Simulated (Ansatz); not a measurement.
BrGaH$_{2}$···H$_{2}$

Input file:

```
crystal:
  periodic: [false, false, false]
  atoms:
    - {symbol: Ga, position_ang: [-0.550351, -0.483355, 0.379138]}
    - {symbol: H, position_ang: [0.749571, 0.672444, -1.488236]}
    - {symbol: H, position_ang: [0.042325, -1.822404, -0.148539]}
    - {symbol: H, position_ang: [-1.800357, 0.299531, -0.118196]}
    - {symbol: H, position_ang: [1.087261, 0.956529, -0.879754]}
    - {symbol: Br, position_ang: [0.471552, 0.377255, 2.255689]}
basis:
  gaussian: {orbitals: def2-TZVPP}
hamiltonian: {xc: pbe0, dispersion: d4}
output: {orbitals: {seedname: orbitals}}
```

Run with:

```sh
ansatz run in.yaml --threads 2 --pin off --events-out ev --progress --plain --max-ram 4352MiB
```

The product side of a reaction path; geometry: PBE0-D4/def2-TZVP.

Theory: RKS PBE0-D4/def2-TZVPP (Ansatz).

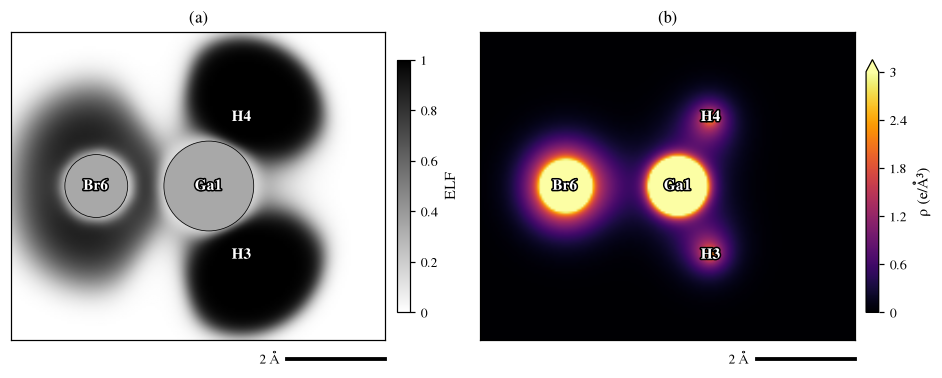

Figure 1. (a) ELF; (b) electron density on the plane of atoms H3, Ga1 and H4. Grey discs cover the atomic cores in the ELF map.

### Read the bonding off the picture.

The plane passes through Ga, H and Br nuclei. Ga–Br (2.30 Å): the density is about 0.64 e/Å³ at the midpoint, with its minimum of 0.56 e/Å³ about 1.0 Å from Ga; the ELF peaks at about 0.75 in the valence shell of Br, 1.0 Å from its nucleus, and is about 0.65 at the midpoint. Ga–H (1.56 Å): ρ at the midpoint is about 1 e/Å³; the ELF climbs to about 1 towards the hydrogen. The ELF also peaks beside Br6, away from the bonds: lone-pair regions.

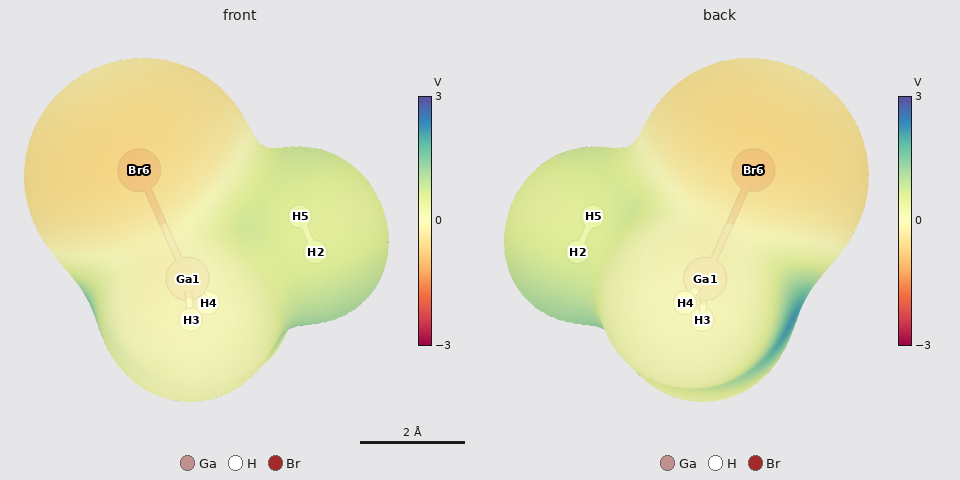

Figure 2. The molecular electrostatic potential painted on the density surface at 0.001 e/bohr³, seen from the front and from behind; the colour scale runs from red (negative) to blue (positive).

### Which sites attract a positive test charge, and which a negative one?

A positive charge is drawn to the negative regions and a negative charge to the positive ones. The most negative region (about −0.6 V) lies over Br6, the most positive (about +2.1 V) over Ga1.

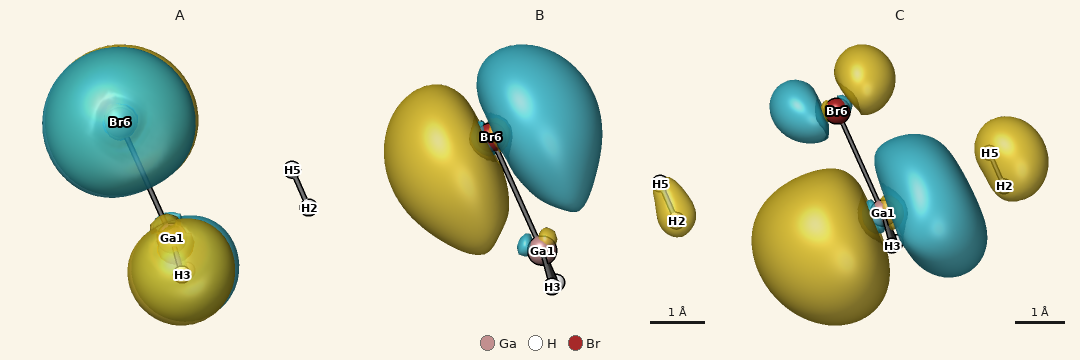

Figure 3. Three frontier orbitals at ±0.08 Å⁻³ᐟ² (yellow and cyan are the two phases), in no order.

### Which picture is the HOMO−1, the HOMO and the LUMO?

B is the HOMO−1 (−8.46 eV). By Hirshfeld shares it lies mainly on Br6 (about 90 %) and Ga1 (about 10 %); largely a lone pair of Br6. A is the HOMO (−7.97 eV). By Hirshfeld shares it lies mainly on Br6 (about 75 %), Ga1 (about 10 %), H4 (about 5 %) and H3 (about 5 %); largely a lone pair of Br6. C is the LUMO (−1.39 eV). It lies mainly on Ga1 (about 70 %) and Br6 (about 10 %).

### What is the HOMO–LUMO gap?

6.58 eV between the orbital energies.
